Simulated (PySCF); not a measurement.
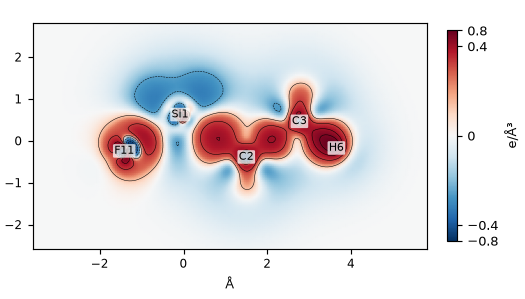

Figure. SiEtF3 (C₂H₅F₃Si). Deformation density (molecule less spherical, spin-averaged free atoms) in the plane of Si1, C2, C3, H6 and F11; colour scale in e/Å³, logarithmic beyond ±0.1; red: gain, blue: loss.

Method: PBE0/def2-TZVP; geometry: GFN2-xTB; program: PySCF. No frequency check shows the geometry to be a minimum.

Describe the bonding that the map shows.

C3–H6: +0.72 e/Å³ at the bond critical point (bond length 1.09 Å, Mayer order 1.0). C2–C3: +0.42 e/Å³ at the bond critical point (bond length 1.53 Å, Mayer order 1.0). Si1–C2: +0.26 e/Å³ at the bond critical point (bond length 1.88 Å, Mayer order 1.0). Si1–F11: +0.10 e/Å³ at the bond critical point (bond length 1.59 Å, Mayer order 1.1); up to 0.6 Å beside the axis the gain reaches +0.36 e/Å³. In all, 2.5 electrons gather in the regions of gain relative to the promolecule. A small or negative value marks a very polar bond, one between electron-rich atoms, whose free-atom densities already overlap strongly, a long bond to a heavier atom, or a closed-shell contact such as a hydrogen bond.

Where do the Hirshfeld charges lie?

The highest Hirshfeld charge is on Si1 (+0.58 e), the lowest on F11 (−0.20 e).
